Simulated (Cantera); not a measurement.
Charge: 1 mol Nb, 3.3 mol O2, held at 1977 °C.

These are equilibrium values from Cantera (NASA tables, ideal gas, pure condensed phases), not measurements of a reactor. Candidate condensed phases: Nb, NbO, NbO2, Nb2O5; 6 gas species. Condensed phases not in the tables: the oxides between NbO2 and Nb2O5. Kinetics and transport are ignored.

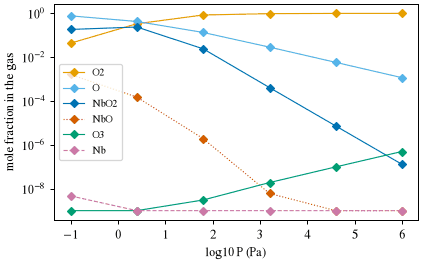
Figure: Equilibrium gas composition (values under 1e-9 drawn at 1e-9)

Task: Read off the mole fractions at 2.50e-5 bar.

Result: O about 0.43, O2 about 0.33, NbO2 about 0.24, NbO about 0.00015.
